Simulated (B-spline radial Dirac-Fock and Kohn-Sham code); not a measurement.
# Core levels of I⁺: a first try and its repair

Wanted: ΔSCF binding energies of I⁺ for K, L3 and M5.

Method: Delta-SCF core binding energies without Breit or QED terms under the stated settings; computed with B-spline radial Dirac-Fock and Kohn-Sham code, version 4.

## (1) The system

I⁺, configuration [Kr] 4d10 5s2 5p4.

```
nuclear charge     : 53
electrons          : 52
mass number        : 127
nuclear rms radius : 4.75 fm
```

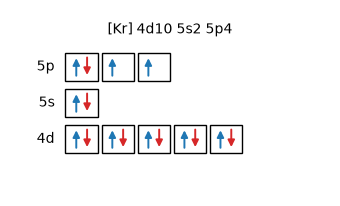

The shells outside the core; arrows follow Hund's rule for the drawing alone (heavy ions are jj-coupled), while the calculation averages over the configuration.

## (2) First try

Settings in task.json:

```ini
rel = dirac
method = hf
nuc = fermi
radius_factor = 100.0
rmax = 45.0
h = 0.3
order = 8
points = 10
c_factor = 1.0
maxit = 55
damp = 0.5
ndamp = 3
tol = 1e-08
```

Keys: rel is the Hamiltonian, nuc the nuclear model, radius_factor scales its radius, rmax is the box in bohr, h the logarithmic mesh step, order the B-spline order, points the quadrature points a cell, c_factor scales the speed of light; damp, ndamp, maxit and tol steer the iteration.

Run with:

```sh
> python xray2_run.py task.json out
```

From the run's result record (rounded, not every field):

```text
{
  "status": "converged",
  "total_energy [Ha]": -6604.3125393,
  "virial_ratio": 2.0607,
  "iterations": [10, 10, 10, 10],
  "converged": [true, true, true, true],
  "highest_orbital_energy [eV]": -19.77261,
  "holes": ["K", "L3", "M5"],
  "binding [eV]": [27478.69, 4624.698, 649.3731],
  "scf_energy [Ha]": [-6599.534507, -6602.920305, -6604.231824, -6604.30703, -6604.311409, -6604.312533, -6604.312539, -6604.312539, -6604.312539, -6604.312539],
  "scf_error": [2.4, 0.27, 0.061, 0.015, 0.0081, 0.00048, 0.0002, 1.5e-05, 1.8e-06, 8.3e-08],
  "cells": 44
}
```

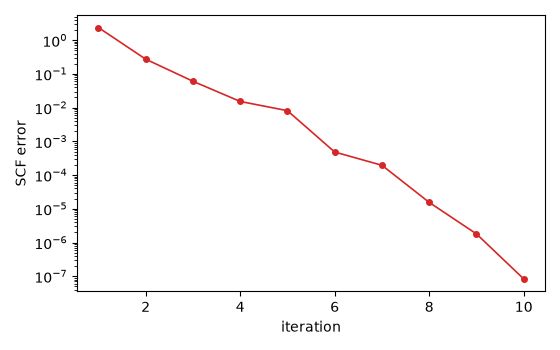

SCF error of the ground state by iteration.

## (3) Diagnosis

The run converged, but to the answer of an unsound model or basis. The fault: radius_factor inflates the nucleus, as a slip of units would.

The cure is radius_factor = 1.0.

## (4) Second try

Changed: radius_factor = 1.0, maxit = 60.

From the run's result record (rounded, not every field):

```text
{
  "status": "converged",
  "total_energy [Ha]": -7115.4177112,
  "virial_ratio": 1.94344,
  "iterations": [10, 10, 10, 10],
  "converged": [true, true, true, true],
  "highest_orbital_energy [eV]": -19.12495,
  "holes": ["K", "L3", "M5"],
  "binding [eV]": [33303.28, 4585.416, 638.8458],
  "cells": 59
}
```

## (5) What came out

| quantity | value |
| --- | --- |
| first try | converged |
| fault | radius_factor inflates the nucleus, as a slip of units would |
| cure | radius_factor = 1.0 |
| mended run | converged (ground state in 10 iterations) |
| K binding | 33303.3 eV (first try 27478.7) |
| L3 binding | 4585.4 eV (first try 4624.7) |
| M5 binding | 638.8 eV (first try 649.4) |

The first try was off by -5824.59 eV for K, +39.28 eV for L3 and +10.53 eV for M5. It gave no warning. The mended values lack Breit and QED terms.
